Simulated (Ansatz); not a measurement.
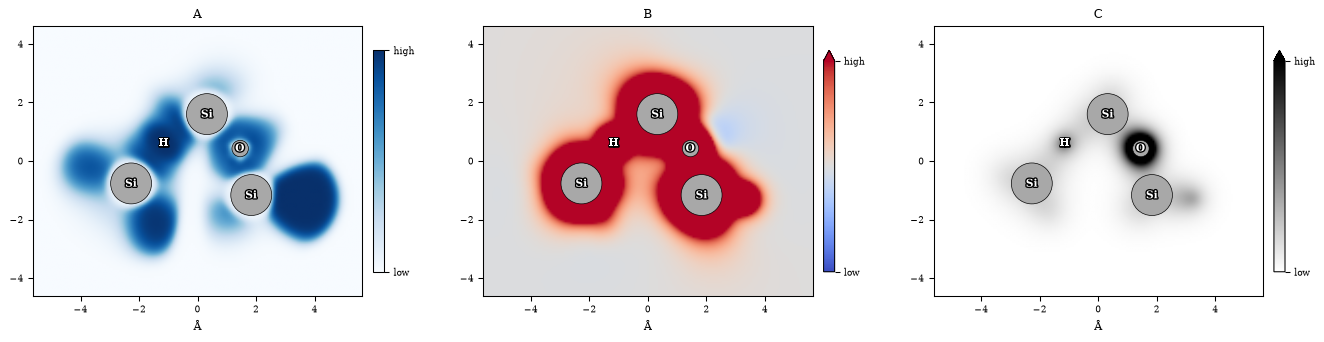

H···H$_{5}$OSi$_{2}$···H$_{3}$Si (doublet): 3 fields on the plane of atoms Si2, O3 and Si4, with unlabelled colour scales. Grey discs cover the atomic cores.

A transition-state structure; geometry: PBE0-D4/def2-TZVP.

These are results of UKS PBE0-D4/def2-TZVPP (Ansatz 0.2.0), not measurements.

The panels show electron density, electron localisation function and electrostatic potential in some order. Assign them.

Answer. Panel A: electron localisation function. Panel B: electrostatic potential (strongly positive close to the atoms, with negative regions outside electron-rich atoms). Panel C: electron density. From the grid: Si5···H1 (1.77 Å): the density falls to about 0.55 e/Å³ on the way; the ELF climbs to about 1 towards the hydrogen, as it does in any bond to H. Si–O (1.63 Å): ρ at the midpoint is about 1.1 e/Å³; the ELF peaks at about 0.85 between the atoms: a shared but strongly polarised pair.
